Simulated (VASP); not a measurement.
# Selenium: what each functional gives, and what it costs, part 6 of 6

How does the gap of Selenium depend on the functional? The start is a cell from a database of measured crystal structures.

VASP 6.6.1, plane waves and PAW; the level of theory is named at each step.

So far, least gap on mesh and path (eV): step 2 (bands, level LDA, k 4×4×3) 0.913; step 11 (bands, level r2SCANh, k 4×4×3) 1.72; step 13 (bands, level PBE-EpsX, k 4×4×3) 1.45; step 14 (bands, level HSEsol, k 4×4×3) 1.72; step 15 (bands, level r2SCAN-EpsX, k 4×4×3) 1.67.

## 16. Bands with PBE + SOC

This step: PBE, spin-orbit coupling; plane waves and PAW (Se) (VASP 6.6.1).

Spin-orbit coupling needs spinors and the noncollinear program, where each band holds one electron.

File INCAR:

```
SYSTEM = Se
PREC = Accurate
ENCUT = 400
EDIFF = 1E-06
NELM = 100
ISMEAR = 0
SIGMA = 0.02
LREAL = .FALSE.
ALGO = Normal
GGA = PE
LNONCOLLINEAR = .TRUE.
MAGMOM = 0 0 0 0 0 0 0 0 0
NBANDS = 30
GGA_COMPAT = .FALSE.
LASPH = .TRUE.
LSORBIT = .TRUE.
LORBIT = 11
LWAVE = .FALSE.
LCHARG = .FALSE.
KPAR = 4
```

File POSCAR:

```
Se
1.0
    4.3662000000      0.0000000000      0.0000000000
   -2.1831000000      3.7812401180      0.0000000000
    0.0000000000      0.0000000000      4.9536000000
Se
3
Direct
    0.2254000000      0.0000000000      0.3333333333
    0.0000000000      0.2254000000      0.6666666667
    0.7746000000      0.7746000000      0.0000000000
```

File KPOINTS:

```
Automatic mesh
0
Gamma
4 4 3
0 0 0
```

File KPOINTS_OPT:

```
Line mode
16
Line-mode
Reciprocal
  0.00000000   0.00000000   0.00000000 GAMMA
  0.50000000   0.00000000   0.00000000 M

  0.50000000   0.00000000   0.00000000 M
  0.33333333   0.33333333   0.00000000 K

  0.33333333   0.33333333   0.00000000 K
  0.00000000   0.00000000   0.00000000 GAMMA

  0.00000000   0.00000000   0.00000000 GAMMA
  0.00000000   0.00000000   0.50000000 A

  0.00000000   0.00000000   0.50000000 A
  0.50000000   0.00000000   0.50000000 L

  0.50000000   0.00000000   0.50000000 L
  0.33333333   0.33333333   0.50000000 H

  0.33333333   0.33333333   0.50000000 H
  0.00000000   0.00000000   0.50000000 A

  0.50000000   0.00000000   0.50000000 L
  0.50000000   0.00000000   0.00000000 M

  0.33333333   0.33333333   0.00000000 K
  0.33333333   0.33333333   0.50000000 H
```

Potentials, in the order of the species: Se (PBE family, release 64).

The run is started by

```console
$ mpirun -np 4 vasp_ncl
```

Numbers of over 12 decimals in the logs are rounded to 6 here.

The program printed:

```text
[... set-up lines as in an earlier step ...]
 entering main loop
       N       E                     dE             d eps       ncg     rms          rms(c)
DAV:   1     0.798353711521E+02    0.79835E+02   -0.60884E+03   660   0.809E+02
DAV:   2    -0.430573827929E+01   -0.84141E+02   -0.81023E+02   874   0.161E+02
DAV:   3    -0.105540247520E+02   -0.62483E+01   -0.61956E+01   808   0.468E+01
DAV:   4    -0.106158648893E+02   -0.61840E-01   -0.61803E-01   804   0.548E+00
[...]
DAV:  11    -0.105378451506E+02   -0.11025E-04   -0.75658E-06   784   0.185E-02    0.997E-03
DAV:  12    -0.105378499793E+02   -0.48287E-05   -0.37624E-06   774   0.129E-02    0.439E-03
DAV:  13    -0.105378509538E+02   -0.97445E-06   -0.76620E-07   580   0.571E-03
   1 F= -.10537851E+02 E0= -.10537851E+02  d E =-.452500E-32  mag=    -0.0000    -0.0000    -0.0000
 Start KPOINTS_OPT (optional k-point list driver)
k-point batch [1-11\144]
       N       E                     dE             ncg
DAV:   1     0.338631091381E+03   -0.44072E+03      660
DAV:   2    -0.625959772546E+03   -0.96459E+03      836
DAV:   3    -0.702556403355E+03   -0.76597E+02      856
DAV:   4    -0.703344162326E+03   -0.78776E+00      788
DAV:   5    -0.703350972734E+03   -0.68104E-02      780
DAV:   6    -0.703351071218E+03   -0.98484E-04      784
DAV:   7    -0.703351073101E+03   -0.18825E-05      744
DAV:   8    -0.703351073157E+03   -0.55620E-07      518
[...]
k-point batch [144-144\144]
       N       E                     dE             ncg
DAV:   1     0.504470689210E+04   -0.49223E+03       60
DAV:   2     0.496369663815E+04   -0.81010E+02       80
DAV:   3     0.495743349477E+04   -0.62631E+01       72
DAV:   4     0.495736005484E+04   -0.73440E-01       72
DAV:   5     0.495735915319E+04   -0.90165E-03       74
DAV:   6     0.495735914033E+04   -0.12869E-04       72
DAV:   7     0.495735913997E+04   -0.35566E-06       80
```

Wall time 33 s (4 MPI ranks of Intel Xeon 6975P-C (Granite Rapids), shared host); peak memory 1.1 GiB.

From OUTCAR (step 16):

```text
  Total        1.2359607      1.2359607      2.0833871     -0.0000000      0.0000000      0.0000000
  in kB       24.2134358     24.2134358     40.8151819     -0.0000000      0.0000000      0.0000000
  external PRESSURE =      29.7473511 kB  Pullay stress =       0.0000000 kB

 POSITION                                       TOTAL-FORCE (eV/Angst)
 -----------------------------------------------------------------------------------
      0.98414      0.00000      1.65120         0.428287     -0.000000      0.000000
     -0.49207      0.85229      3.30240        -0.214144      0.370908     -0.000000
      1.69103      2.92895      0.00000        -0.214144     -0.370908     -0.000000
 -----------------------------------------------------------------------------------
    total drift:                               -0.000000     -0.000001      0.000000

  FREE ENERGIE OF THE ION-ELECTRON SYSTEM (eV)
  ---------------------------------------------------
  free  energy   TOTEN  =       -10.5378509538 eV

  energy  without entropy=      -10.5378509538  energy(sigma->0) =      -10.53785095

 magnetization (x)
# of ion       s       p       d       tot
------------------------------------------
    1       -0.000  -0.000   0.000  -0.000
    2        0.000   0.000  -0.000   0.000
    3        0.000   0.000  -0.000   0.000
--------------------------------------------------
tot          0.000  -0.000  -0.000  -0.000

 magnetization (y)
# of ion       s       p       d       tot
------------------------------------------
    1       -0.000   0.000   0.000  -0.000
    2       -0.000  -0.000   0.000  -0.000
    3        0.000   0.000  -0.000   0.000
--------------------------------------------------
tot         -0.000   0.000   0.000  -0.000

 magnetization (z)
# of ion       s       p       d       tot
------------------------------------------
    1        0.000   0.000  -0.000  -0.000
    2        0.000  -0.000   0.000  -0.000
    3        0.000   0.000   0.000   0.000
--------------------------------------------------
tot          0.000  -0.000  -0.000  -0.000

[... 1 part as in an earlier step ...]

[... 2 further parts left out ...]
[key lines of the parts left out:]
E-fermi :   2.6156
```

At this level the cell is under a pressure of 3.0 GPa, so at these settings it is away from equilibrium.

The electronic bands at the labelled points (eV, zero at the valence-band top; v1 is the highest filled band, c1 the lowest empty one):

| point | v4 | v3 | v2 | v1 | c1 | c2 | c3 | c4 |
| --- | --- | --- | --- | --- | --- | --- | --- | --- |
| Γ | -2.07 | -2.07 | -0.45 | -0.45 | 1.79 | 1.79 | 1.92 | 1.92 |
| M | -1.82 | -1.82 | -1.03 | -1.03 | 1.91 | 1.91 | 2.31 | 2.31 |
| K | -2.72 | -2.72 | -1.66 | -1.66 | 2.98 | 3.01 | 3.08 | 3.08 |
| Γ | -2.07 | -2.07 | -0.45 | -0.45 | 1.79 | 1.79 | 1.92 | 1.92 |
| A | -1.54 | -1.54 | -1.16 | -1.16 | 1.15 | 1.15 | 1.17 | 1.17 |
| L | -1.41 | -1.41 | 0.00 | 0.00 | 1.61 | 1.61 | 2.67 | 2.67 |
| H | -0.33 | -0.33 | -0.15 | -0.12 | 1.00 | 1.00 | 2.63 | 2.65 |
| A | -1.54 | -1.54 | -1.16 | -1.16 | 1.15 | 1.15 | 1.17 | 1.17 |
| jump to L | -1.41 | -1.41 | 0.00 | 0.00 | 1.61 | 1.61 | 2.67 | 2.67 |
| M | -1.82 | -1.82 | -1.03 | -1.03 | 1.91 | 1.91 | 2.31 | 2.31 |
| jump to K | -2.72 | -2.72 | -1.66 | -1.66 | 2.98 | 3.01 | 3.08 | 3.08 |
| H | -0.33 | -0.33 | -0.15 | -0.12 | 1.00 | 1.00 | 2.63 | 2.65 |

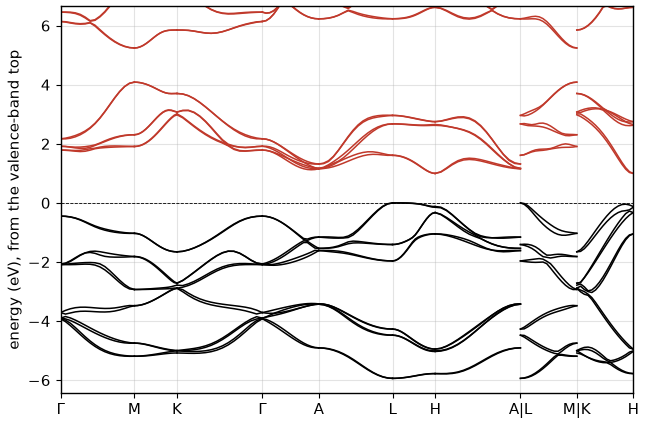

Electronic bands along the path; lines of filled and empty bands in two colours.

The gap is 1.00 eV, indirect. That is the gap of PBE again; this run took 3.4 times the core time.

## 17. The ladder as a table

This step: ladder of functionals on one cell; plane waves and PAW (VASP 6.6.1).

Derived from the runs above.

A gap of 0 means none; cost is the wall time of each run, as given at its step, times its ranks, without the set-up around it. Results by level, by row:

| level | gap (eV) | least direct gap (eV) | pressure (GPa) | cost (core minutes) |
| --- | --- | --- | --- | --- |
| LDA | 0.913 | 1.098 | -0.91 | 0.64 |
| PBEsol | 0.947 | 1.134 | 0.34 | 0.653 |
| PBE | 0.998 | 1.188 | 2.9 | 0.653 |
| r2SCAN | 1.26 | 1.463 | 1.28 | 2.2 |
| TB-mBJ | 1.46 | 1.667 | - | 1.12 |
| TPSS | 1.104 | 1.302 | 2.33 | 2.4 |
| AM05 | 0.971 | 1.161 | 0.87 | 0.693 |
| HSE06 | 1.783 | 2.016 | - | 5.33 |
| r2SCANh | 1.721 | 1.958 | - | 5.47 |
| PBE-EpsX | 1.448 | 1.677 | - | 4.8 |
| HSEsol | 1.72 | 1.952 | - | 5.47 |
| r2SCAN-EpsX | 1.673 | 1.908 | - | 5.33 |
| PBE + SOC | 0.997 | 1.098 | 2.97 | 2.2 |

## 18. What came out

```
gap, LDA         : 0.913 eV
gap, PBEsol      : 0.947 eV
gap, PBE         : 0.998 eV
gap, r2SCAN      : 1.26 eV
gap, TB-mBJ      : 1.46 eV
gap, TPSS        : 1.10 eV
gap, AM05        : 0.971 eV
gap, HSE06       : 1.78 eV
gap, r2SCANh     : 1.72 eV
gap, PBE-EpsX    : 1.45 eV
gap, HSEsol      : 1.72 eV
gap, r2SCAN-EpsX : 1.67 eV
gap, PBE + SOC   : 0.997 eV
```

For Selenium, without spin-orbit coupling, the functional decides between a gap of 0.913 eV (LDA) and 1.78 eV (HSE06), while across these levels the cost spans a factor of 8.5. HSE06 moves the gap by +0.78 eV from PBE, at about 8.2 times the core time, though on fewer points of the path. On r2SCAN the gap grows with the share of exact exchange: 1.26 eV at none, 1.67 eV at 0.09, 1.72 eV at 0.10. Spin-orbit coupling changes the PBE gap by -0.00 eV. TB-mBJ lands -0.32 eV from HSE06 at 21 % of its cost. All levels use one geometry and one mesh, kept coarse to afford the hybrids, so no gap here is fully converged. Costs come from a shared host, and the hybrids use PRECFOCK = Fast. These are single-particle gaps of a static lattice, without excitons or temperature.

[Lines on the potential files, build, host, timing and source positions are cut from VASP's logs without a mark.]

[Logs are printed without paths, hosts, clocks, repeated set-up lines and the standing remarks that a program may print on its own settings, such as how far it seeks lower states.]

[Hosts, paths, dates, database ids (printed as entryN), source tags and the programs' standing remarks are cut or masked in the printed files.]

[Measured values are set beside computed ones only where the two were judged alike; some that the calculation misses by far are left out.]
